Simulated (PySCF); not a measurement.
# Excited-state calculation of C₃H₁₀Si

C₃H₁₀Si (trimethylsilane), SMILES C[SiH](C)C, computed with TDDFT PBE0/aug-cc-pVDZ, vertical, gas phase, core orbitals frozen in the response (PySCF 2.14.0).

The geometry comes from this level: PBE0-D3(BJ)/def2-SVP.

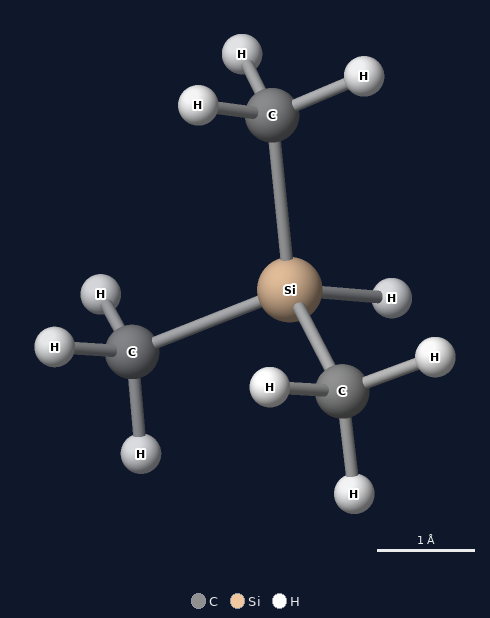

The input geometry (ball-and-stick view, seen at a tilt). Bond lengths as drawn: C–H 1.10 Å, C–Si 1.88 Å and H–Si 1.50 Å.

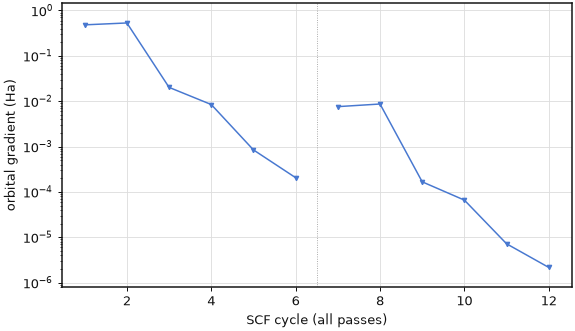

Convergence of the self-consistent field: orbital gradient against the SCF cycle. The dotted line marks the change from a coarse to the final integration grid. The first 6 cycles use a coarse grid, the final grid takes over at cycle 7, and the field converges after 12 cycles in all.

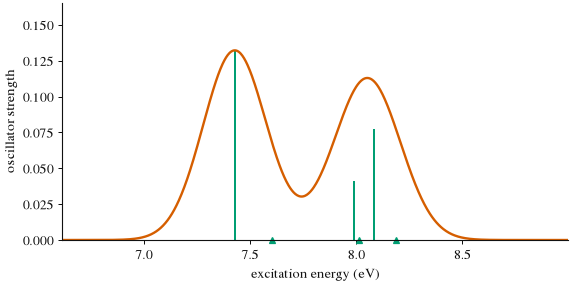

Computed excitations as sticks (degenerate states added up, dark ones marked on the axis), with a Gaussian envelope of 0.35 eV full width at half maximum, scaled to the tallest. Of the 10 states the lowest lies at 7.43 eV (f = 0.066); the strongest line is at 7.43 eV, or 167 nm (f = 0.132, summed over 2 states that lie within 0.004 eV).

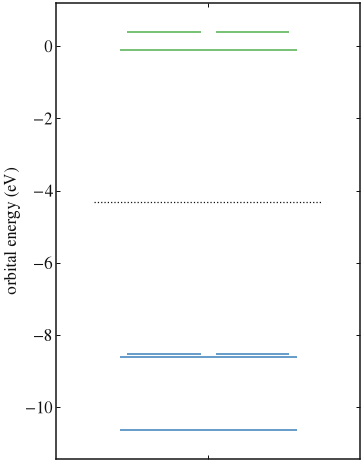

Orbital energies near the frontier; the dotted line parts filled from empty levels, and levels within 0.02 eV of each other stand side by side. Highest filled −8.52 eV, lowest empty −0.11 eV, 8.41 eV apart.

The input and output of the run follow.

**The input**
```
{"job": {"kind": "uv", "xc": "PBE0", "basis": "aug-cc-pVDZ"}, "charge": 0, "multiplicity": 1}
C     -0.332812     1.679341    -0.505968
Si    -0.081272     0.093360     0.475861
C     -1.301058    -1.221871    -0.094221
C      1.685675    -0.523332     0.272723
H     -1.355248     2.068891    -0.381198
H     -0.166661     1.503919    -1.581130
H      0.368952     2.463194    -0.180268
H     -0.328256     0.381441     1.928504
H     -1.178818    -2.155432     0.476908
H     -1.153852    -1.456204    -1.160856
H     -2.340255    -0.880923     0.035479
H      1.903530    -0.743637    -0.784804
H      2.412767     0.228492     0.617388
H      1.854319    -1.445296     0.851154
```

The first line tells a small driver script what to run in PySCF; the rest is the geometry in Å.

Command:
```bash
OMP_NUM_THREADS=1 python <driver script> task.json out
```

**Output**
```
coarse grid: 11088 points
cycle   1  E = -409.5189698293  dE = -5.246e-02  |g| = 4.818e-01  |ddm| = 7.934e+00
cycle   2  E = -409.5038390644  dE =  1.513e-02  |g| = 5.302e-01  |ddm| = 1.852e+00
cycle   3  E = -409.5803903968  dE = -7.655e-02  |g| = 2.014e-02  |ddm| = 9.783e-01
cycle   4  E = -409.5805157359  dE = -1.253e-04  |g| = 8.426e-03  |ddm| = 9.001e-02
cycle   5  E = -409.5805392902  dE = -2.355e-05  |g| = 8.419e-04  |ddm| = 2.294e-02
cycle   6  E = -409.5805395497  dE = -2.595e-07  |g| = 2.052e-04  |ddm| = 3.605e-03
final grid: 99272 points
cycle   7  E = -409.5892134614  dE = -1.666e-05  |g| = 7.575e-03  |ddm| = 1.185e-01
cycle   8  E = -409.5892089111  dE =  4.550e-06  |g| = 8.656e-03  |ddm| = 3.172e-02
cycle   9  E = -409.5892286867  dE = -1.978e-05  |g| = 1.664e-04  |ddm| = 1.610e-02
cycle  10  E = -409.5892286952  dE = -8.482e-09  |g| = 6.572e-05  |ddm| = 6.564e-04
cycle  11  E = -409.5892286967  dE = -1.453e-09  |g| = 7.156e-06  |ddm| = 1.902e-04
cycle  12  E = -409.5892286967  dE = -1.648e-11  |g| = 2.155e-06  |ddm| = 3.376e-05
converged SCF energy = -409.5892286967

Static polarisability (au): isotropic 67.666, principal 61.953 70.502 70.542

Singlet excitations
state   eV       nm        f      main configurations
  1   7.4259    167.0   0.06589   H->L 0.95
  2   7.4283    166.9   0.06633   H-1->L 0.95
  3   7.6032    163.1   0.00065   H-2->L 0.97
  4   7.9877    155.2   0.01347   H->L+2 0.63, H->L+1 0.28
  5   7.9884    155.2   0.01098   H->L+1 0.33, H-1->L+2 0.30, H->L+2 0.18
  6   7.9907    155.2   0.01689   H-1->L+1 0.69, H-1->L+2 0.22
  7   8.0118    154.8   0.00003   H-1->L+2 0.40, H->L+1 0.34, H-1->L+1 0.12
  8   8.0829    153.4   0.03858   H-2->L+2 0.68, H-2->L+1 0.25
  9   8.0833    153.4   0.03848   H-2->L+1 0.68, H-2->L+2 0.25
 10   8.1863    151.5   0.00006   H->L+3 0.95

Triplet excitations (Tamm-Dancoff, eV): 7.2919 7.2940 7.4388 7.7617
```

**Key numbers**

| quantity | value |
| --- | --- |
| outcome | converged |
| total energy | −409.589229 hartree |
| HOMO | −8.52 eV |
| LUMO | −0.11 eV |
| dipole moment | 0.57 D |
| mean polarisability | 67.67 a.u. |
| lowest singlet excitation | 7.43 eV |
| hardware | 1 CPU thread, shared host |
| wall time | 15 s |
| peak memory | 0.81 GiB |
